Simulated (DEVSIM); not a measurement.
Structure: abrupt Si p-n junction, at 300 K.

```tsv
layer (left to right)	material	thickness (μm)	Nd (cm⁻³)	Na (cm⁻³)	τn (s)	τp (s)
1	Si	5.80	-	2.2e15	0.00067	0.00067
2	Si	0.210	7.1e15	-	0.00067	0.00067
```

Left contact: ohmic. Right contact: ohmic. Voltage is applied to the left contact. Recombination: SRH at mid-gap, radiative. Mobility is μmin + (μ − μmin)/(1 + (N/Nref)^α).

Constants are typed, rounded textbook-type inputs, not results; the design itself was drawn at random and stands for no fabricated device. Values at 300 K.

```
parameter           Si
-------------  -------
gap (eV)         1.124
affinity (eV)     4.05
permittivity      11.7
Nc (cm⁻³)      2.86e19
Nv (cm⁻³)       3.1e19
μn (cm²/Vs)       1417
μp (cm²/Vs)        470
μn,min              52
μp,min              45
Nref,n          9.7e16
Nref,p          2.2e17
αn                0.68
αp                0.72
B (cm³/s)      4.7e-15
```

Model (solved in DEVSIM): 1D drift-diffusion, Boltzmann statistics, complete ionisation; no tunnelling, impact ionisation, image-force lowering or self-heating.

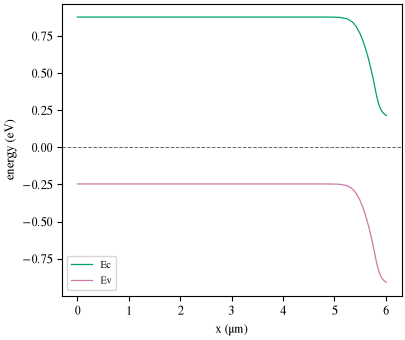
Band edges at zero bias

Energies count from the Fermi level of the right contact; mesh points crowd at the junctions.

| x (μm) | Ec (eV) | Ev (eV) | n (cm⁻³) | p (cm⁻³) | field (V/cm) |
|---|---|---|---|---|---|
| 0.000 | 0.877 | -0.247 | 53000 | 2.2e15 | ≈ 0 |
| 0.01846 | 0.877 | -0.247 | 53000 | 2.2e15 | ≈ 0 |
| 0.05409 | 0.877 | -0.247 | 53000 | 2.2e15 | ≈ 0 |
| 0.1138 | 0.877 | -0.247 | 53000 | 2.2e15 | ≈ 0 |
| 0.2858 | 0.877 | -0.247 | 53000 | 2.2e15 | ≈ 0 |
| 0.5222 | 0.877 | -0.247 | 53000 | 2.2e15 | ≈ 0 |
| 0.9389 | 0.877 | -0.247 | 53000 | 2.2e15 | ≈ 0 |
| 2.140 | 0.877 | -0.247 | 53000 | 2.2e15 | ≈ 0 |
| 3.530 | 0.877 | -0.247 | 53000 | 2.2e15 | ≈ 0 |
| 4.574 | 0.877 | -0.247 | 53000 | 2.2e15 | ≈ 0 |
| 5.115 | 0.874 | -0.250 | 59000 | 2.0e15 | -310 |
| 5.496 | 0.769 | -0.355 | 3500000 | 3.3e13 | -7500 |
| 5.645 | 0.619 | -0.505 | 1.2e9 | 1.0e11 | -13000 |
| 5.723 | 0.511 | -0.613 | 7.5e10 | 1.6e9 | -15000 |
| 5.777 | 0.423 | -0.701 | 2.3e12 | 5.1e7 | -17000 |
| 5.798 | 0.385 | -0.739 | 9.6e12 | 1.2e7 | -18000 |
| 5.814 | 0.358 | -0.766 | 2.7e13 | 4300000 | -16000 |
| 5.842 | 0.318 | -0.806 | 1.3e14 | 890000 | -13000 |
| 5.901 | 0.257 | -0.867 | 1.4e15 | 86000 | -7300 |
| 5.951 | 0.231 | -0.893 | 3.8e15 | 31000 | -3800 |
| 5.985 | 0.220 | -0.904 | 5.7e15 | 21000 | -2500 |
| 6.010 | 0.215 | -0.909 | 7.1e15 | 16000 | -2200 |
